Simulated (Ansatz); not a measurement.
# Si2H7Cl (built from SMILES Cl.[SiH3][SiH3]): a reaction path by the nudged elastic band

Aim: the minimum-energy path between two given structures and its highest point. Both ends were relaxed at PBE0-D4 in triple zeta.

Method: PBE0-D4/def2-SVP; program: Ansatz 0.2.0, Gaussian basis.

23 further runs of the same task are left out: 1 that didn't finish, 22 set aside as unsound or not needed.

## Step 1: The system as given

The first end: 10 atoms, charge 0, spin multiplicity 1.

Atoms are counted from 1 here; the program's logs count them from 0.

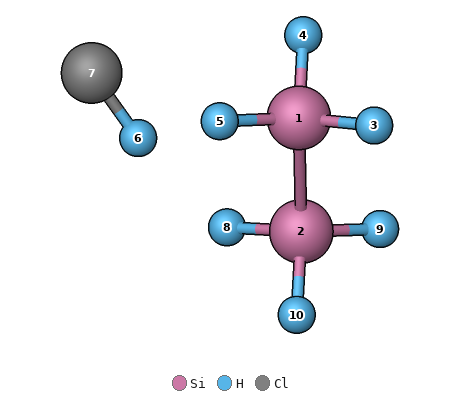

As it starts; silicon pink, hydrogen blue, chlorine grey; atoms are numbered from 1 in the order of the file.

Geometry (Å):

```xyz
10
charge 0, multiplicity 1
Si   -0.4646    0.5308   -1.1931
Si    0.7921   -1.0676   -0.0333
H    -0.3479    0.2609   -2.6515
H    -1.8938    0.4472   -0.7971
H     0.0525    1.8940   -0.9091
H    -0.3124    0.5997    2.3047
Cl   -1.0519    1.6173    2.5580
H     0.7134   -0.8493    1.4428
H     0.2856   -2.4385   -0.3056
H     2.2269   -0.9944   -0.4157
```

The second end:

| atom | x (Å) | y (Å) | z (Å) |
| --- | --- | --- | --- |
| Si1 | -1.25127 | 1.61368 | -0.84119 |
| Si2 | 1.25806 | -1.63175 | 0.71747 |
| H3 | -0.39248 | 0.42977 | -1.07456 |
| H4 | -2.61286 | 1.37265 | -1.37042 |
| H5 | -0.65400 | 2.81322 | -1.47084 |
| H6 | 0.63696 | -0.71153 | 1.70162 |
| Cl7 | -1.38263 | 1.93420 | 1.18208 |
| H8 | 2.06524 | -2.65594 | 1.42823 |
| H9 | 0.19594 | -2.30382 | -0.07394 |
| H10 | 2.13704 | -0.86048 | -0.19834 |

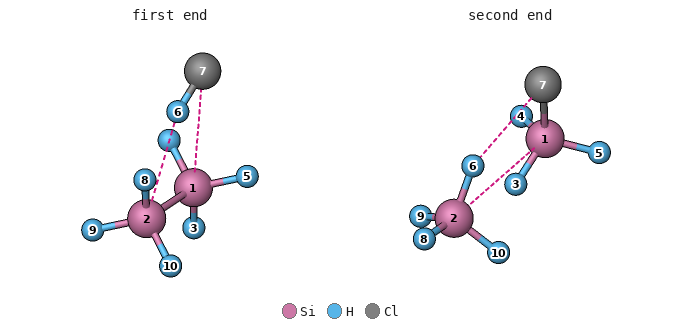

The two ends; dashed lines mark the contacts followed along the path.

## Step 2: The band at PBE0-D4/def2-SVP

File neb/in.yaml:

```yaml
crystal:
  periodic: [false, false, false]
  atoms:
    - {symbol: Si, position_ang: [-0.464611, 0.530788, -1.193080]}
    - {symbol: Si, position_ang: [0.792124, -1.067557, -0.033324]}
    - {symbol: H, position_ang: [-0.347913, 0.260877, -2.651450]}
    - {symbol: H, position_ang: [-1.893801, 0.447177, -0.797084]}
    - {symbol: H, position_ang: [0.052494, 1.893995, -0.909108]}
    - {symbol: H, position_ang: [-0.312365, 0.599655, 2.304655]}
    - {symbol: Cl, position_ang: [-1.051873, 1.617250, 2.557998]}
    - {symbol: H, position_ang: [0.713446, -0.849301, 1.442788]}
    - {symbol: H, position_ang: [0.285633, -2.438458, -0.305597]}
    - {symbol: H, position_ang: [2.226866, -0.994425, -0.415698]}
basis:
  gaussian: {orbitals: def2-SVP}
hamiltonian: {xc: pbe0, dispersion: d4}
neb:
  images: 5
  climbing: true
  max_iterations: 40
  initial_path: idpp
  final_atoms:
    - {symbol: Si, position_ang: [-1.251271, 1.613676, -0.841189]}
    - {symbol: Si, position_ang: [1.258065, -1.631746, 0.717465]}
    - {symbol: H, position_ang: [-0.392483, 0.429769, -1.074565]}
    - {symbol: H, position_ang: [-2.612862, 1.372648, -1.370420]}
    - {symbol: H, position_ang: [-0.654004, 2.813223, -1.470842]}
    - {symbol: H, position_ang: [0.636959, -0.711533, 1.701618]}
    - {symbol: Cl, position_ang: [-1.382626, 1.934199, 1.182079]}
    - {symbol: H, position_ang: [2.065239, -2.655944, 1.428231]}
    - {symbol: H, position_ang: [0.195941, -2.303815, -0.073939]}
    - {symbol: H, position_ang: [2.137043, -0.860480, -0.198337]}
```

Launch:

```bash
$ ansatz run in.yaml --threads 4 --pin off --events-out ev --progress --plain --max-ram 9574MiB
```

Output:

```text
Functional definition: PBE0
  name "PBE0"
  cite "Adamo & Barone, J. Chem. Phys. 110, 6158 (1999) doi:10.1063/1.478522"
  cite "Perdew, Burke & Ernzerhof, Phys. Rev. Lett. 77, 3865 (1996) doi:10.1103/PhysRevLett.77.3865"
  parent pbe
  parameter a = 0.25
  parameter kappa = 0.804
  parameter beta = 0.06672455060314922
  exchange = (1 - a)*pbe_x(kappa = kappa, mu = beta*pi^2/3) + a*exact_x
  correlation = pbe_c(beta = beta)
907 factors; integrals over basis functions are off by at most 2.3e-4 eV
mean field evaluation 1: about -28371.2769 eV, gradient 1.1e1 eV
mean field evaluation 2: about -28371.5550 eV, gradient 6.1e0 eV
mean field evaluation 4: about -28371.6492 eV, gradient 2.3e-1 eV
mean field evaluation 8: about -28371.6488 eV, gradient 8.6e-4 eV
mean field -28371.64883958 eV, -1042.6388638602 hartree, gradient 2.4e-5 eV, S^2 0.000000; 0 other end points of the search recorded, 0 dependent functions left out
the calculation of the forces begins
reference -28371.64886721 eV, -1042.6388648758 hartree; 26, 26 occupied and 63, 63 virtual orbitals, 907 factors
[... from here to the last solve, the lines of the solves are left out (137 solves) ...]
WARN: NEB end point (image 0): max|allowed force component| = 1.503e-1 eV/Å (the criterion of neb.relax_end_points is 1.000e-2). That is over neb.f_tol: it is no minimum, so the barrier can be far off. Relax it first
WARN: NEB end point (image 6): max|allowed force component| = 3.240e-1 eV/Å (the criterion of neb.relax_end_points is 1.000e-2). That is over neb.f_tol: it is no minimum, so the barrier can be far off. Relax it first
NEB iter   1: max|band force component| = 3.289e0 eV/Å  barrier→ = 4.9209 eV  barrier← = 5.6767 eV  Δτ_max = 0.2000 Å  (157 SCF iters)
NEB iter   2: max|band force component| = 2.812e0 eV/Å  barrier→ = 3.9028 eV  barrier← = 4.6586 eV  Δτ_max = 0.2000 Å  (135 SCF iters)
NEB iter   3: max|band force component| = 2.476e0 eV/Å  barrier→ = 3.0396 eV  barrier← = 3.7953 eV  Δτ_max = 0.2000 Å  (125 SCF iters)
NEB iter   4: max|band force component| = 3.364e0 eV/Å  barrier→ = 2.5783 eV  barrier← = 3.3341 eV  Δτ_max = 0.1016 Å  (122 SCF iters)
NEB iter   5: max|band force component| = 1.211e0 eV/Å  barrier→ = 2.4183 eV  barrier← = 3.1740 eV  Δτ_max = 0.2000 Å  (110 SCF iters)
NEB iter   6: max|band force component| = 1.012e0 eV/Å  barrier→ = 2.2019 eV  barrier← = 2.9576 eV  Δτ_max = 0.2000 Å  (114 SCF iters)
NEB iter   7: max|band force component| = 8.581e-1 eV/Å  barrier→ = 1.9098 eV  barrier← = 2.6656 eV  Δτ_max = 0.2000 Å  (118 SCF iters)
NEB iter   8: max|band force component| = 7.995e-1 eV/Å  barrier→ = 1.5597 eV  barrier← = 2.3155 eV  Δτ_max = 0.2000 Å  (113 SCF iters)
NEB iter   9: max|band force component| = 5.729e-1 eV/Å  barrier→ = 1.2047 eV  barrier← = 1.9604 eV  Δτ_max = 0.0828 Å  (113 SCF iters)
NEB iter  10: max|band force component| = 5.827e-1 eV/Å  barrier→ = 1.1964 eV  barrier← = 1.9522 eV  Δτ_max = 0.0414 Å  (107 SCF iters)
NEB iter  11: max|band force component| = 8.056e-1 eV/Å  barrier→ = 1.1645 eV  barrier← = 1.9203 eV  CI = image 2  Δτ_max = 0.0839 Å  (109 SCF iters)
NEB iter  12: max|band force component| = 8.514e-1 eV/Å  barrier→ = 1.2870 eV  barrier← = 2.0428 eV  CI = image 2  Δτ_max = 0.1689 Å  (109 SCF iters)
NEB iter  13: max|band force component| = 8.257e-1 eV/Å  barrier→ = 1.5176 eV  barrier← = 2.2734 eV  CI = image 2  Δτ_max = 0.1709 Å  (108 SCF iters)
NEB iter  14: max|band force component| = 8.795e-1 eV/Å  barrier→ = 1.7608 eV  barrier← = 2.5165 eV  CI = image 2  Δτ_max = 0.1041 Å  (110 SCF iters)
NEB iter  15: max|band force component| = 6.299e-1 eV/Å  barrier→ = 1.7374 eV  barrier← = 2.4931 eV  CI = image 2  Δτ_max = 0.1132 Å  (111 SCF iters)
NEB iter  16: max|band force component| = 4.185e-1 eV/Å  barrier→ = 1.7150 eV  barrier← = 2.4707 eV  CI = image 2  Δτ_max = 0.0447 Å  (108 SCF iters)
NEB iter  17: max|band force component| = 2.153e-1 eV/Å  barrier→ = 1.7008 eV  barrier← = 2.4565 eV  CI = image 2  Δτ_max = 0.0211 Å  (107 SCF iters)
NEB iter  18: max|band force component| = 1.268e-1 eV/Å  barrier→ = 1.6966 eV  barrier← = 2.4523 eV  CI = image 2  Δτ_max = 0.0093 Å  (105 SCF iters)
NEB iter  19: max|band force component| = 8.176e-2 eV/Å  barrier→ = 1.6956 eV  barrier← = 2.4514 eV  CI = image 2  Δτ_max = 0.0071 Å  (95 SCF iters)
907 factors; integrals over basis functions are off by at most 8.7e-4 eV
mean field evaluation 928: about -28370.6353 eV, gradient 5.4e-2 eV
mean field -28370.63531181 eV, -1042.6016174016 hartree, gradient 2.5e-6 eV, S^2 0.000000; 0 other end points of the search recorded, 0 dependent functions left out
the calculation of the forces begins
reference -28370.63533886 eV, -1042.6016183956 hartree; 26, 26 occupied and 63, 63 virtual orbitals, 907 factors
NEB iter  20: max|band force component| = 2.618e-2 eV/Å  barrier→ = 1.6951 eV  barrier← = 2.4509 eV  CI = image 2  CI's point: of a kind that is not told: the force calls were inconclusive, a negative curvature could not be distinguished from the path's own, the only one lies far off the path, or fixed occupations may fill a level only in part  Δτ_max = 0.0000 Å  (781 SCF iters)
Total energy: -28370.11726370 eV, -1042.5825794847 hartree
Atom 0 at    -0.656127     0.834803    -0.614425 Å, force     0.008109    -0.008859     0.018946 eV/Å
Atom 1 at     0.819534    -1.078899     0.277158 Å, force    -0.006482     0.007683     0.001513 eV/Å
Atom 2 at    -0.136477     0.043931    -1.801734 Å, force     0.003332    -0.005165    -0.014029 eV/Å
Atom 3 at    -2.122296     0.624778    -0.661740 Å, force     0.004207     0.000455     0.002125 eV/Å
Atom 4 at    -0.036209     2.170927    -0.777037 Å, force    -0.002509    -0.003319     0.001471 eV/Å
Atom 5 at    -0.128886     0.245676     0.916470 Å, force    -0.010350     0.010644    -0.017209 eV/Å
Atom 6 at    -0.981563     1.452772     1.847912 Å, force     0.006187    -0.005541     0.006804 eV/Å
Atom 7 at     1.173182    -1.438551     1.682316 Å, force    -0.003366     0.003409    -0.006475 eV/Å
Atom 8 at     0.039207    -2.166464    -0.372847 Å, force     0.002186     0.001453     0.002770 eV/Å
Atom 9 at     2.029635    -0.688972    -0.495973 Å, force    -0.001315    -0.000761     0.004086 eV/Å
Dipole moment:     0.294863    -0.431923    -0.501442 e Å
```

Wall time 3.7 min (4 threads of Intel Xeon at 2.50GHz, shared host).

The last band:

| image | path (Å) | energy (eV) | Si1–Cl7 (Å) | Si2–H6 (Å) | Si1–Si2 (Å) | H6–Cl7 (Å) |
| --- | --- | --- | --- | --- | --- | --- |
| 0 | 0.00 | 0.000 | 3.95 | 3.08 | 2.34 | 1.28 |
| 1 | 1.16 | 0.260 | 3.23 | 2.43 | 2.37 | 1.30 |
| 2 | 2.31 | 1.695 | 2.56 | 1.75 | 2.58 | 1.75 |
| 3 | 3.19 | 0.646 | 2.17 | 1.49 | 3.04 | 2.15 |
| 4 | 4.06 | -0.327 | 2.08 | 1.47 | 3.52 | 2.35 |
| 5 | 4.93 | -0.727 | 2.07 | 1.49 | 3.99 | 2.75 |
| 6 | 5.80 | -0.756 | 2.05 | 1.48 | 4.39 | 3.37 |

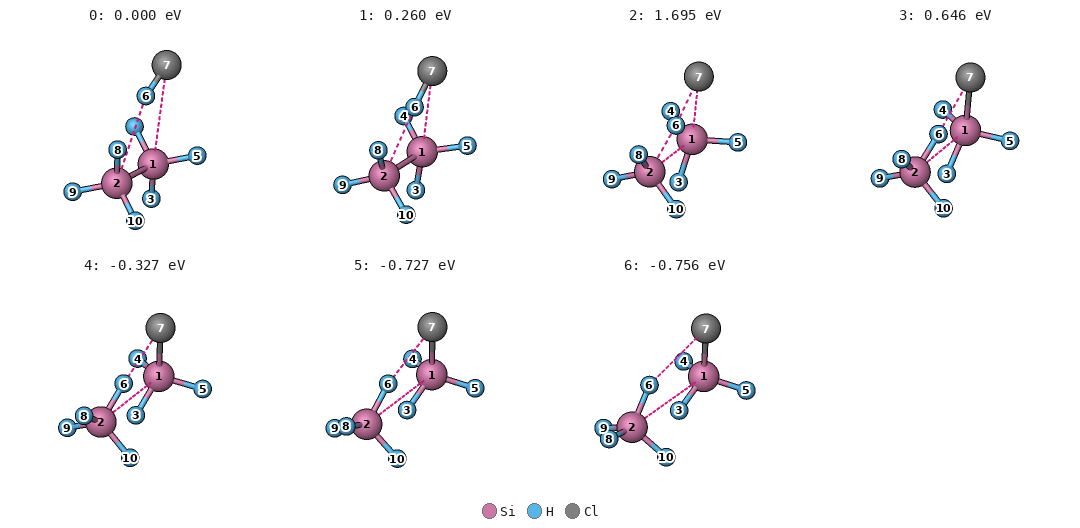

The images of the last band.

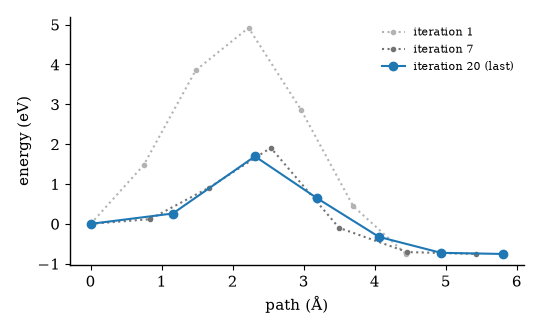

Energy along the path.

The highest image, 2:

```
Si   -0.65613    0.83480   -0.61442
Si    0.81953   -1.07890    0.27716
H    -0.13648    0.04393   -1.80173
H    -2.12230    0.62478   -0.66174
H    -0.03621    2.17093   -0.77704
H    -0.12889    0.24568    0.91647
Cl   -0.98156    1.45277    1.84791
H     1.17318   -1.43855    1.68232
H     0.03921   -2.16646   -0.37285
H     2.02963   -0.68897   -0.49597
```

## Step 3: Summary of results

| quantity | value |
| --- | --- |
| PBE0-D4/def2-SVP, 20 iterations | highest 1.695 eV (image 2), last end -0.756 eV |
| from earlier runs: barrier over the separately found saddle, CCSD(T)/def2-TZVPP | 1.827 eV |

The highest image lies 1.695 eV above the first end, and it climbed, so it estimates the saddle. The ends are not quite minima at this level (largest force component 0.32 eV/Å), so the heights are unreliable: relaxing the first end would lower it and raise the barrier above it. The highest image is 0.132 eV below the CCSD(T) barrier in triple zeta, which comes from separate runs on the saddle.
